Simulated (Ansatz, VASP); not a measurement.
## HgIr: VASP beside Ansatz

Wanted: the spread between two codes on one cell, functional and k mesh. The cell is invented: As first built, before any earlier steps moved the atoms: it takes the ZnIr structure with some of its atoms replaced by other elements, volume scaled by an estimate. It may not be a known or stable phase. The cell comes out of the VASP series on this material, whose earlier steps may have relaxed, scaled or displaced it; both programs get it as it stands.

Method: plane waves, with VASP 6.6.1 beside it; relaxation of cell and atoms at revPBE with D3(BJ), in Ansatz 0.2.0.

## Step 1: Set-up

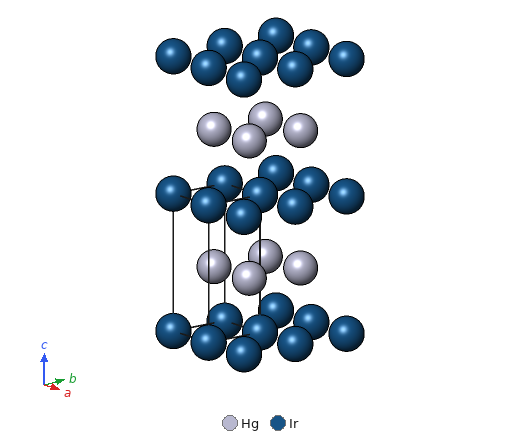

The starting structure, seen slightly off an axis (mercury light grey, iridium blue). 2×2×2 cells are drawn. Some periodic images of atoms are drawn too.

## Step 2: Ansatz: relaxation of cell and atoms, revPBE with D3(BJ)

Ansatz runs on its default PAW (the set named soft_2) files.

The relaxed volume is the usual yardstick between codes: its relative difference is about their pressure difference at one cell divided by the bulk modulus.

input.yaml

```yaml
crystal:
  lattice:
    - [2.8931534129, 0.0, 0.0]
    - [-1.4465767065, 2.5055449025, 0.0]
    - [0.0, 0.0, 4.6126798106]
  atoms:
    - { symbol: Hg, position: [0.66666667, 0.33333333, 0.5] }
    - { symbol: Ir, position: [0.0, 0.0, 0.0] }
hamiltonian:
  xc: revpbe
  pseudopotentials: { kind: paw }
  dispersion: d3bj
kpoints:
  mp_grid: { grid: [9, 9, 5] }
scf:
  occupations: { method: methfessel_paxton, width: 0.2 }
relax:
  f_tol: 0.01
  max_steps: 60
  cell: { stress_tol: 0.05 }
output:
  forces: true
  stress: true
  write_density: true
  write_potential: true
  elf: true
  volumetric_format: npy
```

Started as:

```console
$ ansatz run input.yaml --threads 4 --pin off --max-ram 9216MiB --backend cpu --events-out ev --progress --plain --runs-dir out
```

Numbers of over 12 decimals in the logs are rounded to 6 here.

Log:

```text
Engine: ansatz 0.2.0, aarch64-unknown-linux-gnu
Pseudopotentials: kind: paw
Pseudopotential: Hg, paw, valence charge 20, recommended cutoff 420 eV (normal), Hg.paw.azcp
Pseudopotential: Ir, paw, valence charge 17, recommended cutoff 420 eV (normal), Ir.paw.azcp
Functional definition: revPBE
  parameter kappa = 1.245
  parameter beta = 0.066725
  exchange = pbe_x(kappa = kappa, mu = beta*pi^2/3)
  correlation = pbe_c(beta = beta)
Crystal: 2 atoms, lattice volume = 33.437 Å³
Basis set: ecut = 420 eV, 639 PW (Γ), exchange–correlation on 40×40×64 points (8 copies of the dense FFT grid, shifted against one another)
Bands: 23, of which v1, the nominal top of the filled ones, is band 19 counted from 1 (18 counted from 0)
Symmetry: 12 space group operations
Space group: P-6m2 (ITA 187), of the structure as read, at distance tolerance 3.2e-5 Å
k-points: 36 of 405 (time reversal used)
Non-local potential: Hg, projectors of the file, l = 0: 3, l = 1: 2, l = 2: 2, l = 3: 1
Non-local potential: Ir, projectors of the file, l = 0: 3, l = 1: 2, l = 2: 2, l = 3: 1
PAW form: soft (Blöchl's): semilocal exchange-correlation on the pseudo side does not see the compensation charge
PAW frozen core: Hg, regenerated for the run's functional, and the local potential with it (the file was generated under x = pbe(κ = 0.804, μ = 0.219515), c = pbe(β = 0.066725))
PAW frozen core: Ir, regenerated for the run's functional, and the local potential with it (the file was generated under x = pbe(κ = 0.804, μ = 0.219515), c = pbe(β = 0.066725))
PAW one-centre angular grid: Hg, 590 points (default); XC on 64 Gauss nodes
PAW one-centre angular grid: Ir, 590 points (default); XC on 64 Gauss nodes
Initial density: superposition of atomic densities (neutral atoms: chi_scale 0, normalization atom), corrected by the library's trained network
Initial wavefunctions: pseudopotential atomic-orbital guess
Functional: x = revpbe(κ = 1.245, μ = 0.219515), c = pbe(β = 0.066725)
SCF iter   1: F=—  HF=-25769.861943 eV  |F-HF|=—  |Δ(HF+E_count)|=         —  Δρ=9.21e-3  dr2=2.53e-2  ethr=1.77e-3  ⟨swp⟩=4.1  Hψ=3006  notcnv=0
preconditioner: auto → Kerker (q_TF=auto, 2.775 Å⁻¹)  [metal: Δε(μ)=0.123 eV  Ē_g=11.281 eV  σ=0.200 eV  W_gap=0.47  n_scr=10 (ndim 8)  ℏωp=29.4 eV  f_vac=0.000  D(μ)=1.43/eV (n_scr^D=10)]
SCF iter   2: F=—  HF=-25769.859719 eV  |F-HF|=—  |Δ(HF+E_count)|=   2.22e-3  S|Δr|=    0.00e0  Δρ=4.46e-3  dr2=7.31e-3  ethr=6.83e-5  ⟨swp⟩=1.0  Hψ=1116  notcnv=0
SCF iter   3: F=—  HF=-25769.858938 eV  |F-HF|=—  |Δ(HF+E_count)|=   7.80e-4  S|Δr|=    0.00e0  Δρ=1.06e-3  dr2=5.06e-4  ethr=1.97e-5  ⟨swp⟩=2.1  Hψ=1053  notcnv=0
SCF iter   4: F=—  HF=-25769.858844 eV  |F-HF|=—  |Δ(HF+E_count)|=   9.40e-5  S|Δr|=    0.00e0  Δρ=2.72e-4  dr2=5.57e-5  ethr=1.37e-6  ⟨swp⟩=2.2  Hψ=1094  notcnv=0
SCF iter   5: F=—  HF=-25769.858824 eV  |F-HF|=—  |Δ(HF+E_count)|=   2.10e-5  S|Δr|=    0.00e0  Δρ=8.96e-5  dr2=2.15e-6  ethr=1.51e-7  ⟨swp⟩=2.3  Hψ=1092  notcnv=0
SCF iter   6: F=-25769.858824 eV  HF=-25769.858824 eV  |F-HF|=1.73e-8  |Δ(HF+E_count)|=   2.46e-7  S|Δr|=    0.00e0  Δρ=1.88e-5  dr2=8.74e-8  ethr=2.70e-10  ⟨swp⟩=5.9  Hψ=5125  notcnv=0
SCF 1 converged in 6 iterations: F = -25769.858824 eV  dr2 = 8.74e-8
  greatest PAW one-centre occupation: 1.000 electrons in one spin orbital (limit 2), on the Hg atom at site 0 (counted from 0), in its partial waves of l = 0
relax step   1: F+E_penalty+E_count = -25769.85882374 eV  Δ(F+E_penalty+E_count) = +0.000e0 eV  max|allowed force component| = 1.018e-16 eV/Å  Δτ_max = 0.0000 Å  P = -1.712 GPa  Ω = 33.437 Å³  (6 SCF iters, dr2 threshold 1.00e-7 eV, accepted)
[...]
relax step   2: F+E_penalty+E_count = -25769.85352031 eV  Δ(F+E_penalty+E_count) = +5.303e-3 eV  max|allowed force component| = 1.018e-16 eV/Å  Δτ_max = 0.0000 Å  P = +4.362 GPa  Ω = 32.470 Å³  energy of the carried Pulay correction = +4.594e-4 eV  (6 SCF iters, dr2 threshold 2.00e-7 eV, rejected (line search))
[...]
relax step   3: F+E_penalty+E_count = -25769.86216128 eV  Δ(F+E_penalty+E_count) = -3.338e-3 eV  max|allowed force component| = 6.939e-17 eV/Å  Δτ_max = 0.0000 Å  P = +0.047 GPa  Ω = 33.130 Å³  energy of the carried Pulay correction = +1.480e-4 eV  (8 SCF iters, accepted)
[...]
relax step   4: F+E_penalty+E_count = -25769.86230435 eV  Δ(F+E_penalty+E_count) = -1.431e-4 eV  max|allowed force component| = 2.220e-16 eV/Å  Δτ_max = 0.0000 Å  P = +0.128 GPa  Ω = 33.113 Å³  energy of the carried Pulay correction = +1.586e-4 eV  (3 SCF iters, dr2 threshold 2.00e-7 eV, accepted)
[...]
relax step   5: F+E_penalty+E_count = -25769.86230911 eV  Δ(F+E_penalty+E_count) = -4.761e-6 eV  max|allowed force component| = 3.238e-17 eV/Å  Δτ_max = 0.0000 Å  P = +0.002 GPa  Ω = 33.132 Å³  energy of the carried Pulay correction = +1.504e-4 eV  (3 SCF iters, dr2 threshold 1.11e-7 eV, accepted)
[...]
relax step   6: F+E_penalty+E_count = -25769.86213281 eV  Δ(F+E_penalty+E_count) = +1.763e-4 eV  max|allowed force component| = 2.776e-17 eV/Å  Δτ_max = 0.0000 Å  P = +0.008 GPa  Ω = 33.132 Å³  stress off target by 9.02e-3 GPa  SCF on the basis re-selected at this cell (its energy is not comparable with the rows above)  (5 SCF iters)
basis re-selected at this cell: Δ(F+E_penalty+E_count) = +1.763e-4 eV, ΔP = +0.005 GPa vs the last step (what re-selecting the basis moved, of the pressure what is left beyond the Pulay correction that the steps carried, after the strain that the cell walked since its last selection, with what the two solves' SCF thresholds leave and, on support functions, any second-order correction that the steps lacked; it is no m [...]
SCF converged after 5 iterations
Stability not checked: this state was not tested for a lower state beside it, because cold or Methfessel-Paxton smearing, or corrected tetrahedra, fill the levels in a way that the test cannot read (fill_not_monotonic; see scf.lower_state_search)
Free energy (F): -25769.862133 eV
Harris-Foulkes:  -25769.862133 eV  (|F-HF|=7.28e-12)
Internal energy: -25769.865359 eV  (E = F + TS)
E sigma→0 (E₀):  -25769.862939 eV
Entropy (-TS):   0.003227 eV (1.613 meV/atom)
Fermi energy:    21.918874 eV
--- Per-component energies (eV) ---
  E_band       = -385.236719
  E_kinetic    = 1229.634333
  E_local      = -3208.527345  (includes V_loc(G=0)·N_el)
  E_nonlocal   = 143.813260
  E_hartree    = 1341.912657
  E_xc         = -489.773249
  E_vxc        = -563.767728  (∫ρ·V_xc dr)
  E_paw        = -19186.744369  (= ΣΔE_a)
  E_vpaw       = -670.215579  (= ΣTr[D̂ρ^β])
  E_aug_tail   = 0.001039  (compensation charges beyond the density's cutoff)
  E_ewald      = -5597.742210
  E_disp       = -2.374463  (pairwise vdW)
  E_core_change = -0.065013  (= ΣΔE_core)
  E_smearing   = 0.003227  (= −TS)
  E_closure    = -0.000000  (closes the sum)
  Σ components = -25769.862133   (vs F -25769.862133, Δ=0.00e0)
--- Forces (eV/Å), atoms counted from 1 ---
  atom   1  Hg     0.00000000     0.00000000    -0.00000000
  atom   2  Ir    -0.00000000    -0.00000000    -0.00000000
  max |Σ_I F_I| component: 1.85e-17 eV/Å
--- Stress (GPa, compression-positive) ---
        0.009021       0.000000      -0.000000
        0.000000       0.009021       0.000000
       -0.000000       0.000000       0.004617
  P = ⅓ Tr σ = 0.0076 GPa (0.076 kbar)
--- Band table (eV; the first three rows and the last of 36) ---
  k-point 0: bands = [... 15 lower, 19.6576, 19.6576, 20.5754, 21.8369, 21.8369, 25.6475, 35.5178, 37.5879]
  k-point 1: bands = [... 15 lower, 19.4678, 19.7203, 19.7203, 21.8320, 21.8320, 27.7593, 35.0370, 37.2469]
  k-point 2: bands = [... 15 lower, 18.6933, 19.8362, 19.8362, 21.8084, 21.8084, 31.5215, 34.5963, 36.1716]
  k-point 35: bands = [... 15 lower, 18.9698, 19.5871, 21.3432, 24.7473, 25.3315, 26.9834, 27.5930, 28.2650]
--- Relaxed structure (5 steps of the walk, 4 accepted, 1 SCFs on fresh bases) ---
  F+E_penalty+E_count = -25769.86213281 eV   max|allowed force component| = 2.776e-17 eV/Å   (the final SCF, on the basis selected at the relaxed cell)
  cell:  # Å, volume = 33.1320 Å³
    - [2.872685, 2.866327137937674e-11, -1.083339759258209e-19]
    - [-1.436343, 2.487818, 0]
    - [-1.7272153163125383e-19, 0, 4.635979]
  atoms:
    - { symbol: Hg, position: [0.666667, 0.333333, 0.5] }
    - { symbol: Ir, position: [-9.251858607474689e-18, -1.8503717008154222e-17, 0] }
```

Elapsed: 3.4 s, on 4 threads of Arm Neoverse V2, shared host; peak memory 0.35 GiB; 11 s of CPU time.

## Step 3: VASP: relaxation of cell and atoms, revPBE with D3(BJ)

The same cell, functional, mesh and smearing now go to VASP, with its own data sets and cutoff.

Lines of VASP's logs that name or quote its potential files are left out, and so is its time.

INCAR

```
SYSTEM = HgIr
PREC = Accurate
ENCUT = 400
EDIFF = 1E-06
NELM = 100
ISMEAR = 1
SIGMA = 0.2
LREAL = .FALSE.
ALGO = Normal
GGA = RE
IVDW = 12
NBANDS = 16
LORBIT = 11
LWAVE = .FALSE.
LCHARG = .FALSE.
IBRION = 2
NSW = 60
ISIF = 3
EDIFFG = -0.01
```

POSCAR

```
HgIr
1.0
    2.8931534129      0.0000000000      0.0000000000
   -1.4465767065      2.5055449025      0.0000000000
    0.0000000000      0.0000000000      4.6126798106
Hg Ir
1 1
Direct
    0.6666666700      0.3333333300      0.5000000000
    0.0000000000      0.0000000000      0.0000000000
```

KPOINTS

```
Automatic mesh
0
Gamma
9 9 5
0 0 0
```

The projector-augmented-wave data sets are Hg and Ir (PBE family, release 64).

Started as:

```console
$ mpirun -np 1 vasp_std
```

Log:

```text
[banner, memory and clock lines left out]
running    1 mpi-ranks, on    1 nodes
 distrk:  each k-point on    1 cores,    1 groups
 distr:  one band on    1 cores,    1 groups

 POSCAR found type information on POSCAR HgIr
 POSCAR found :  2 types and       2 ions
|                                                                             |
|               ----> ADVICE to this user running VASP <----                  |
|                                                                             |
|     You enforced a specific xc type in the INCAR file but a different       |
|     [... a line on the potential file left out ...]
|     I HOPE YOU KNOW WHAT YOU ARE DOING!                                     |
|                                                                             |

 LDA part: xc-table for (Slater+PW92), standard interpolation
 POSCAR, INCAR and KPOINTS ok, starting setup
 FFT: planning ... GRIDC
 FFT: planning ... GRID_SOFT
 FFT: planning ... GRID
 WAVECAR not read
 entering main loop
       N       E                     dE             d eps       ncg     rms          rms(c)
DAV:   1     0.140267345649E+03    0.14027E+03   -0.90238E+03  1200   0.103E+03
DAV:   2    -0.447174925523E+01   -0.14474E+03   -0.13805E+03  1160   0.311E+02
DAV:   3    -0.737370767152E+01   -0.29020E+01   -0.28849E+01  1576   0.507E+01
DAV:   4    -0.738851530507E+01   -0.14808E-01   -0.14807E-01  1272   0.323E+00
DAV:   5    -0.738877073341E+01   -0.25543E-03   -0.25543E-03  1568   0.432E-01    0.143E+01
DAV:   6    -0.695407956715E+01    0.43469E+00   -0.72114E-01  1336   0.129E+01    0.101E+01
DAV:   7    -0.687588892542E+01    0.78191E-01   -0.52129E-01  1288   0.768E+00    0.212E+00
DAV:   8    -0.685692748394E+01    0.18961E-01   -0.11548E-01  1456   0.359E+00    0.126E+00
DAV:   9    -0.685492158327E+01    0.20059E-02   -0.11624E-02  1288   0.155E+00    0.177E-01
DAV:  10    -0.685486229095E+01    0.59292E-04   -0.64584E-04  1464   0.226E-01    0.887E-02
DAV:  11    -0.685487116160E+01   -0.88707E-05   -0.28671E-05  1312   0.664E-02    0.774E-03
DAV:  12    -0.685487214390E+01   -0.98230E-06   -0.29826E-06  1464   0.171E-02
   1 F= -.92062668E+01 E0= -.92061004E+01  d E =-.920627E+01
[...]
2 F= -.92082116E+01 E0= -.92087509E+01  d E =-.194475E-02
[...]
3 F= -.92082182E+01 E0= -.92088008E+01  d E =-.195143E-02
[...]
4 F= -.92077343E+01 E0= -.92085598E+01  d E =0.483962E-03
 trial-energy change:    0.000484  1 .order    0.000457   -0.001102    0.002016
 step:   0.3460(harm=  0.3579)  dis= 0.00000  next Energy=    -9.208406 (dE=-0.187E-03)
 bond charge predicted
       N       E                     dE             d eps       ncg     rms          rms(c)
DAV:   1    -0.685701027338E+01    0.61093E-02   -0.15189E-01  1192   0.449E+00    0.462E-01
DAV:   2    -0.685256375144E+01    0.44465E-02   -0.10087E-02  1376   0.136E+00    0.216E-01
DAV:   3    -0.685201992612E+01    0.54383E-03   -0.91032E-04  1304   0.414E-01    0.184E-01
DAV:   4    -0.685195525724E+01    0.64669E-04   -0.20153E-04  1496   0.148E-01    0.514E-02
DAV:   5    -0.685194225391E+01    0.13003E-04   -0.33246E-05  1408   0.756E-02    0.163E-02
DAV:   6    -0.685194377156E+01   -0.15176E-05   -0.48895E-06  1376   0.191E-02    0.740E-03
DAV:   7    -0.685194357189E+01    0.19967E-06   -0.25405E-07   608   0.514E-03
   5 F= -.92084013E+01 E0= -.92090813E+01  d E =-.183074E-03
 curvature:  -0.23 expect dE=-0.693E-06 dE for cont linesearch -0.558E-07
 trial: gam=-0.03392 g(F)=  0.921E-44 g(S)=  0.301E-05 ort = 0.184E-04 (trialstep = 0.879E+00)
 search vector abs. value=  0.337E-05
 reached required accuracy - stopping structural energy minimisation
```

Parts of OUTCAR (step 3):

```text
ion  position               nearest neighbor table
   1  0.667  0.333  0.500-   2 2.85   2 2.85   2 2.85   2 2.85   2 2.85   2 2.85
   2  0.000  0.000  0.000-   1 2.85   1 2.85   1 2.85   1 2.85   1 2.85   1 2.85

  LATTYP: Found a hexagonal cell.
 ALAT       =     2.8931534129
 C/A-ratio  =     1.5943433176

 Subroutine GETGRP returns: Found 12 space group operations
 (whereof 12 operations were pure point group operations)

The static configuration has the point symmetry D_3h.

 Found     36 irreducible k-points:

   k-points           NKPTS =     36   k-points in BZ     NKDIM =     36   number of bands    NBANDS=     16

   dimension x,y,z NGX =    20 NGY =   20 NGZ =   30
   dimension x,y,z NGXF=    40 NGYF=   40 NGZF=   60

   ENCUT  =  400.0 eV  29.40 Ry    5.42 a.u.   4.72  4.72  7.52*2*pi/ulx,y,z

   NELECT =      21.0000    total number of electrons

 k-points in reciprocal lattice and weights: Automatic mesh
   0.00000000  0.00000000  0.00000000       0.002
   0.11111111 -0.00000000  0.00000000       0.015
   0.22222222  0.00000000  0.00000000       0.015
   0.33333333  0.00000000  0.00000000       0.015
   0.44444444  0.00000000  0.00000000       0.015
   0.11111111  0.11111111  0.00000000       0.015
   0.22222222  0.11111111  0.00000000       0.030
   0.33333333  0.11111111  0.00000000       0.030
   0.44444444  0.11111111  0.00000000       0.015
[...]
0.33333333  0.22222222  0.40000000       0.059
   0.33333333  0.33333333  0.40000000       0.010

 Edisp (eV)   -2.34461

 average (electrostatic) potential at core
       1 -37.3312       2 -51.3695

 E-fermi :   6.6101

 k-point     1 :       0.0000    0.0000    0.0000
  band No.  band energies     occupation
    ...
      8       4.3702      2.00000
      9       4.3702      2.00000
     10       5.2923      2.00000
     11       6.5504      1.48127
     12       6.5504      1.48127
     13      10.2717     -0.00000
     14      20.9530      0.00000
     15      23.1846      0.00000
     16      23.5649      0.00000

 k-point     2 :       0.1111   -0.0000    0.0000
  band No.  band energies     occupation
    ...
      7       2.4452      2.00000
      8       4.1744      2.00000
      9       4.6084      2.00000
     10       4.6778      2.00000
     11       6.5220      1.67153
     12       7.7022     -0.00000
     13      10.2538     -0.00000
     14      20.5630      0.00000
     15      22.2366      0.00000
     16      22.7230      0.00000

 k-point     3 :       0.2222    0.0000    0.0000
  band No.  band energies     occupation
    ...
      7       2.8986      2.00000
      8       3.8598      2.00000
      9       4.1229      2.00000
     10       5.5344      2.00000
     11       6.4497      1.98108
     12       9.6813     -0.00000
     13      10.2465     -0.00000
     14      16.6705      0.00000
     15      20.1170      0.00000
     16      22.5187      0.00000

 Edisp (eV)   -2.35646

  Total       0.00786     0.00786     0.00114    -0.00000     0.00000    -0.00000
  in kB       0.37752     0.37752     0.05493    -0.00000     0.00000    -0.00000
  external pressure =        0.27 kB  Pullay stress =        0.00 kB

  energy-cutoff  :      400.00
  volume of cell :       33.37
      direct lattice vectors                 reciprocal lattice vectors
     2.878354929  0.000000000  0.000000000     0.347420671  0.200583374  0.000000000
    -1.439177464  2.492729031 -0.000000000    -0.000000000  0.401166748  0.000000000
     0.000000000 -0.000000000  4.650673107    -0.000000000  0.000000000  0.215022638

 POSITION                                       TOTAL-FORCE (eV/Angst)
 -----------------------------------------------------------------------------------
      1.43918      0.83091      2.32534        -0.000000      0.000000      0.000000
      0.00000      0.00000      0.00000         0.000000     -0.000000      0.000000
 -----------------------------------------------------------------------------------
    total drift:                               -0.000003      0.000003      0.000000

  FREE ENERGIE OF THE ION-ELECTRON SYSTEM (eV)
  ---------------------------------------------------
  free  energy   TOTEN  =        -9.2084013155 eV

  energy  without entropy=       -9.2104413200  energy(sigma->0) =       -9.20908132

 reached required accuracy - stopping structural energy minimisation

 total charge
# of ion       s       p       d       tot
------------------------------------------
    1        0.753   0.547   9.360  10.660
    2        0.560   0.493   7.019   8.072
--------------------------------------------------
tot          1.313   1.040  16.379  18.732

[... 3 further parts left out ...]
```

CONTCAR:

```
HgIr
   1.00000000000000
     2.8783549287263619    0.0000000000002958    0.0000000000000000
    -1.4391774644126689    2.4927290308193935   -0.0000000000000000
     0.0000000000000000   -0.0000000000000000    4.6506731071712997
  Hg              Ir
     1     1
Direct
     0.6666666699999979    0.3333333300000021    0.5000000000000000
     0.0000000000000000    0.0000000000000000    0.0000000000000000
```

## Step 4: Side by side

Known differences besides the PAW data sets themselves: both relaxations stop at a tolerance, which leaves soft axes loose, and VASP keeps its plane-wave basis; the data sets hold 37 valence electrons in Ansatz (default PAW (the set named soft_2) files) and 21 in VASP; the cutoff is 420 eV in Ansatz and 400 eV in VASP; Ansatz makes its cores anew for this functional, VASP keeps those of its PBE data sets; VASP leaves aspherical gradient terms in its spheres out (LASPH is not set), Ansatz keeps them; Ansatz adds a Pulay correction to the stress that steers its cell, VASP none. Total energies have different zeros and are not compared.

The two programs side by side:

```
                                         quantity  Ansatz   VASP  difference
                                      volume (Å³)   33.13  33.37     -0.71 %
edge a after relaxation, in the typed setting (Å)   2.873  2.878     -0.20 %
edge c after relaxation, in the typed setting (Å)   4.636  4.651     -0.32 %
```

The walks stopped with 0.01 GPa left in Ansatz and 0.03 GPa in VASP; each walk ends within a tolerance, so the volume difference is uncertain by about these residues over the bulk modulus, most in soft cells.

## Step 5: Results

```yaml
difference_in_volume_relaxation_of_cell_and_atoms_revpbe_with_d3_bj: -0.71 %
```

The difference in volume is -0.71 % (relaxation of cell and atoms, revPBE with D3(BJ)), within the 1.2 % picked in this series as the mark of a large difference, as far as the stopping tolerances let one tell. Differences of this kind measure data sets and numerical settings, not the functional's error against experiment.

[Lines on the potential files, build, host, timing and source positions are cut from VASP's logs without a mark.]

[Logs are printed without paths, hosts, clocks, repeated set-up lines and the standing remarks that a program may print on its own settings, such as how far it seeks lower states.]

[Hosts, paths, dates, database ids (printed as entryN), source tags and the programs' standing remarks are cut or masked in the printed files.]
